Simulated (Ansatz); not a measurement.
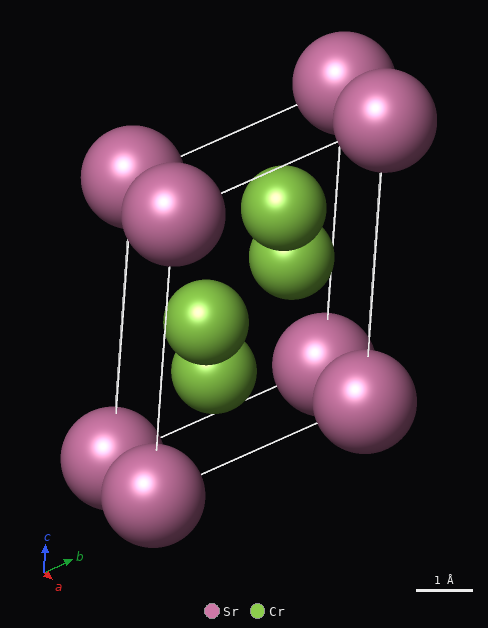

Figure: spheres-only view slightly off an axis. One simulation cell is outlined, and atoms on its boundary appear in each equivalent place.

```xyz
5
Lattice="0.0000 4.1619 0.0000 4.1619 0.0000 0.0000 2.0810 2.0810 -5.0206" Properties=species:S:1:pos:R:3 pbc="T T T"
Sr    0.0000    0.0000    0.0000
Cr    2.0810    4.1619   -2.5103
Cr    4.1619    2.0810   -2.5103
Cr    2.0810    2.0810   -1.1749
Cr    4.1619    4.1619   -3.8457
```

All computed values are from DFT, PAW plane waves, r2SCAN, spin-orbit in Ansatz. Settings: E_cut = 500 eV, k-point mesh 5×5×5, Fermi-Dirac smearing of 0.12 eV, spinor wavefunctions. The state is antiferromagnetic. The pressure of the cell is 14 GPa.

Question: What charge does Bader's analysis assign to each element?

Answer: Sr +1.16 e; Cr -0.51 to -0.07 e.

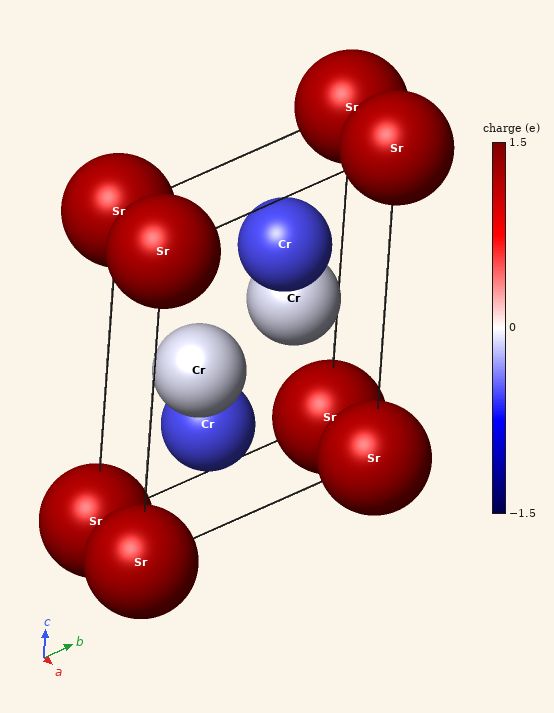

The atoms coloured by those charges.

Note that this is a generated cell, made by putting these elements into a known structure type (the compound may or may not exist in this form), and that it hasn't been relaxed. An electronic-structure calculation with Ansatz was run on it.

At this level of theory the cell isn't at rest (compressed, at 14 GPa and forces up to 2.5 eV/Å), so its distances can differ from those at equilibrium, the more so the softer the solid, and its magnetic state may change on relaxation.
